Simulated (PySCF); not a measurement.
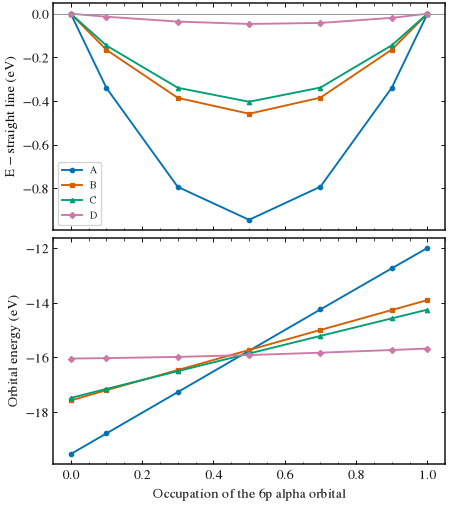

One 6p alpha orbital of Bi⁺ ([Xe] 4f¹⁴ 5d¹⁰ 6s² 6p²) is emptied in steps. The plot gives the energy less the straight line between the integer ends; the lower panel gives the orbital energy. PySCF, def2-TZVPPD with a 60-electron core potential, unrestricted single determinants, no spin-orbit coupling. The curves are BHandHLYP, CAM-B3LYP, LC-wPBE and PBE in some order.

Question: Which curve is which method, and what does its shape mean?

Answer: A is PBE: convex (delocalisation error), largest departure −0.94 eV, removal energy 15.76 eV, orbital energy from −12.0 eV when full to −19.5 eV when empty; B is BHandHLYP: convex (delocalisation error), largest departure −0.46 eV, removal energy 15.74 eV, orbital energy from −13.9 eV when full to −17.6 eV when empty; C is CAM-B3LYP: convex (delocalisation error), largest departure −0.40 eV, removal energy 15.86 eV, orbital energy from −14.3 eV when full to −17.5 eV when empty; D is LC-wPBE: convex (delocalisation error), largest departure −0.047 eV, removal energy 15.90 eV, orbital energy from −15.7 eV when full to −16.0 eV when empty. The measured removal energy is 16.70 eV. The exact energy is a straight line between whole electron numbers.
